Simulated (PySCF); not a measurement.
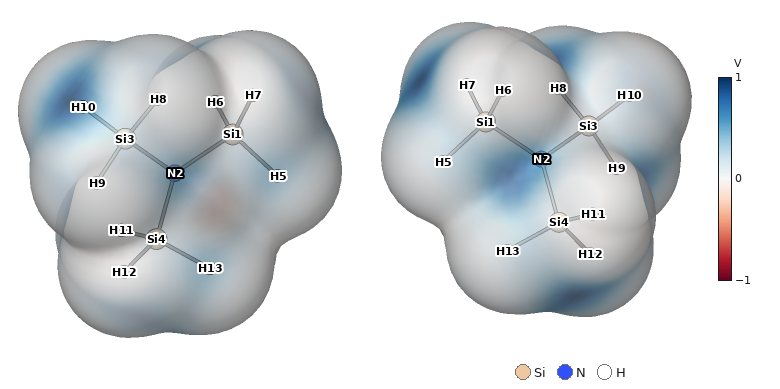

H9NSi3, SMILES `[SiH3]N([SiH3])[SiH3]`. Electrostatic potential on the surface of electron density 0.001 a.u. (back view left, front view right).

Level of theory: PBE0/def2-TZVP (PySCF), at a geometry from GFN2-xTB. No frequency check shows the geometry to be a minimum.

Cartesian coordinates (Å):

```
Si1      1.6766    0.4611   -0.0128
N2       0.0003    0.0000    0.1286
Si3     -1.2377    1.2212   -0.0127
Si4     -0.4390   -1.6823   -0.0126
H5       2.4744   -0.5674    0.6511
H6       2.0633    0.5668   -1.4246
H7       1.8359    1.7534    0.6511
H8      -0.7456    2.4267    0.6510
H9      -2.4362    0.7134    0.6512
H10     -1.5236    1.5023   -1.4245
H11     -0.5408   -2.0701   -1.4245
H12     -1.7286   -1.8589    0.6512
H13      0.6006   -2.4664    0.6511
```

### Where are the extremes of the potential on the surface?

Highest: 0.97 V, near H7 (2.00 Å), Si1 (2.00 Å), H6 (2.05 Å) and H5 (2.17 Å), and at like points elsewhere. Lowest: −0.28 V, 2.0 Å from N2. Further minima include −0.03 V, near H9 (1.67 Å) and H12 (1.74 Å); −0.03 V, 1.5 Å from H6. The surface is sampled at points, so like sites can differ by a few per cent and only the strongest of them is named.
